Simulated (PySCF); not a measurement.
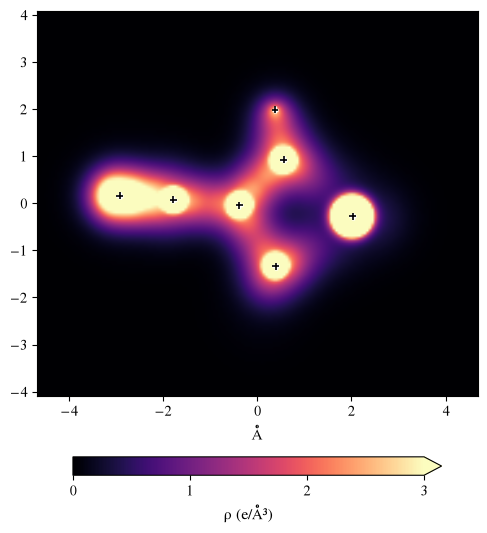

The total electron density on a plane through atoms (crosses mark nuclei in the plane).

Theory: PySCF 2.14.0, wB97X-D/def2-SVPD, SCF density, gas phase.

Candidates:
A. CH5B2FS (SMILES BBSCF)
B. C4H4ClNSi
C. C4H5ClOSi (SMILES O=CC1=C[SiH2][C@H]1Cl)

**Which system is this?**

Candidate B: C4H4ClNSi on the plane of atoms C4, Si5 and C6, which holds N, C, Si and H. C–N (1.15 Å): the density is about 3.6 e/Å³ at the midpoint. C–C (1.35 Å): ρ is about 2.2 e/Å³ halfway.
